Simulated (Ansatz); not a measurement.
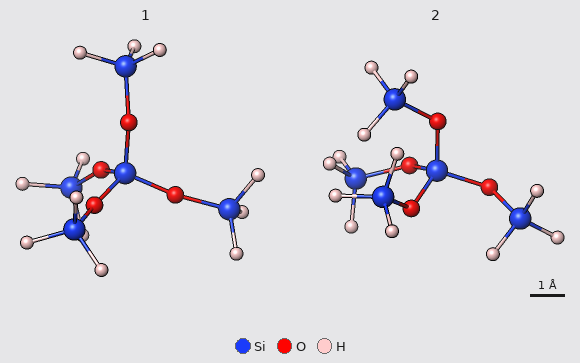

Two geometries of Si5H12O4, drawn at one scale. One is the start of a relaxation, the other its converged end. The picture is a ball-and-stick view, seen from a free direction.

Method: RKS PBE0-D4/6-31G in Ansatz. (no spin polarisation; force threshold 0.02 eV/Å; at most 40 steps)

Question: Which one is relaxed?

Answer: Structure 1 is the relaxed one. The run prepares the start of a later molecular dynamics calculation, from a guessed geometry. The atom that moves furthest after the best rigid fit is an H atom (2.48 Å). By element the largest moves are H 2.48 Å, Si 1.34 Å, O 1.15 Å. Among the contacts that change: H–Si 1.985 → 5.453 Å, H–Si 2.065 → 5.076 Å, Si–Si 3.046 → 5.406 Å, Si–Si 2.980 → 3.331 Å. Among the angles between lasting bonds that change: Si–O–Si 125.0° → 171.6°, Si–O–Si 125.0° → 160.4°, Si–O–Si 125.0° → 158.5°. Groups turn about O–Si by about 85°, O–Si by about 65°, O–Si by about 55°. The energy falls by 67.8 kcal/mol in 27 accepted moves (29 points after the start). Largest force component: 3 eV/Å at the start, 0.017 eV/Å at the end. The line search rejected the trial steps at points 18, 21 of the run. The forces were under the threshold at step 16, but the run went on from there.
